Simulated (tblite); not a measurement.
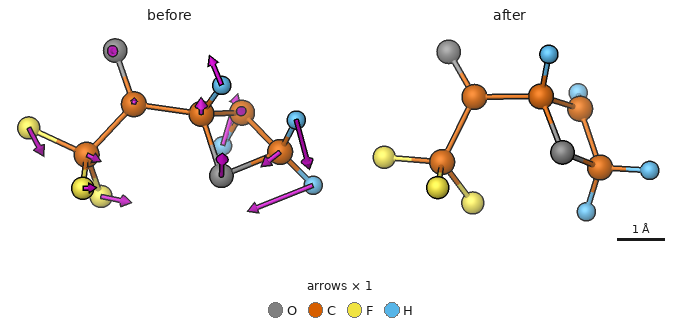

The structure of C5H4F3O2 (multiplicity 2) before (left) and after (right) a relaxation, at one scale. The purple arrows give the displacements, at their true length.

A ball-and-stick model, seen at a tilt.

Method: tblite, GFN2-xTB geometry optimisation, gas phase. 

Q: Describe what moved and what it gained.

A: The atom that moves furthest after the best rigid fit is an H atom (1.54 Å). Largest moves by element: H 1.54 Å, O 0.81 Å, F 0.74 Å, C 0.55 Å. Near-neighbour distances that change, for instance: C–C 1.479 → 1.553 Å, C–C 1.551 → 1.478 Å, C–F 1.397 → 1.334 Å, C–H 1.114 → 1.068 Å. Among the angles between lasting bonds that change: C–C–H 107.5° → 134.6°, C–C–H 109.4° → 133.2°, C–C–C 75.6° → 87.4°. The energy falls by 168.5 kJ/mol in 94 geometry steps.
